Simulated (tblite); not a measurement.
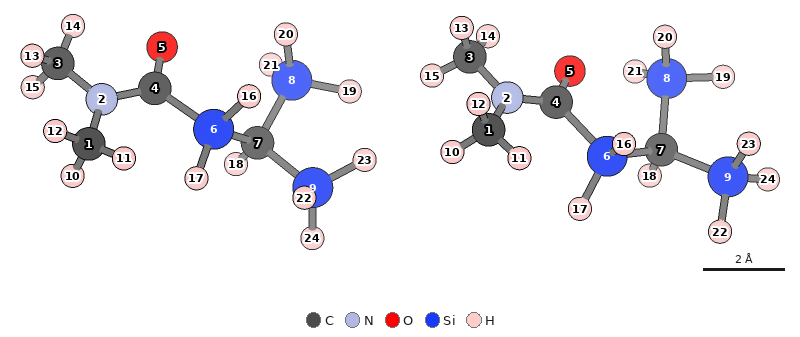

Two geometries of C$_{4}$H$_{15}$NOSi$_{3}$, drawn at one scale. One is the start of a relaxation, the other its converged end. The picture is a ball-and-stick view, seen at a tilt.

Computed with GFN2-xTB geometry optimisation, gas phase in tblite. 

Which one is relaxed?

Answer. The right one is the relaxed one. The atom that moves furthest after the best rigid fit is H24 (2.02 Å). Largest moves by element: H 2.02 Å, O 0.71 Å, Si 0.69 Å, C 0.39 Å, N 0.16 Å. Some distances before and after: O5–Si8 3.467 → 2.499 Å, C4–Si6 1.825 → 1.919 Å, N2–C4 1.428 → 1.342 Å, C7–Si8 1.875 → 1.931 Å. Bond angles that change, for instance: C7–Si6–H16 103.5° → 115.4°, H20–Si8–H21 109.0° → 118.9°, C4–Si6–C7 112.6° → 103.3°. Groups turn about C7–Si9 by about 55°, C4–Si6 by about 40°, Si6–C7 by about 35°. Over 196 geometry steps the energy falls by 22.6 kcal/mol. Cost: 2.5 s on 1 thread of Arm Neoverse V1, on a shared host.
